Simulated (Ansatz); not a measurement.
Base system: AlN in the zinc blende structure (space group F-43m, No. 216; a = 4.342 Å). Axes: x, y, z lie along the cube axes.

Perturbation: a pure shear with ε_xy = ε_yx = 0.0143, atoms relaxed at fixed cell.

The values are results of LDA (Ansatz, a program for electronic structure), no spin-orbit coupling, not measurements.

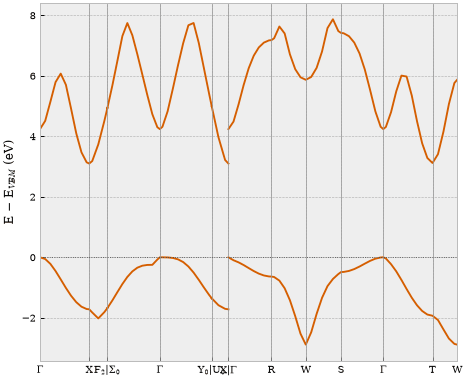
Fig. 1. Highest valence and lowest conduction band along the path of the changed cell's own zone

Q: From the figure, how large is the changed gap, and is it direct?

A: About 3.1 eV, indirect, Γ → X.

The cells carry an imposed strain or load. No phonon test of stability was made. This is not the structure that AlN has at room temperature and ambient pressure. Labels are those of the standard path for the cell's own space group.
